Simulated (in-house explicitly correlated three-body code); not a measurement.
Two electrons around a point charge Z = 18, with all interactions Yukawa-screened by 0.63 bohr⁻¹. Computed variationally in 260 exponentially correlated functions with an in-house code, non-relativistic, converged to about 10⁻⁸ of the energy. Wanted, and plotted below: the bound S and P states that converged, by term and principal number n, on a logarithmic scale of binding.

The ground state is bound by 3823 eV. The n = 2 states drawn run, from the deepest, 2 ³S (749.1 eV), 2 ¹S (729.9 eV), 2 ³P (727.0 eV), 2 ¹P (712.9 eV). Exchange puts 2 ³S below 2 ¹S by 19.2 eV and 2 ³P below 2 ¹P by 14.0 eV.

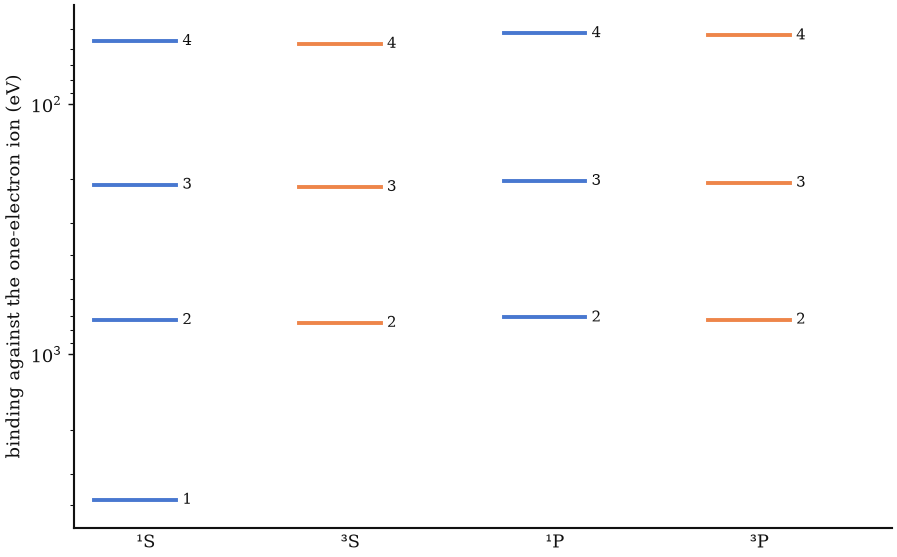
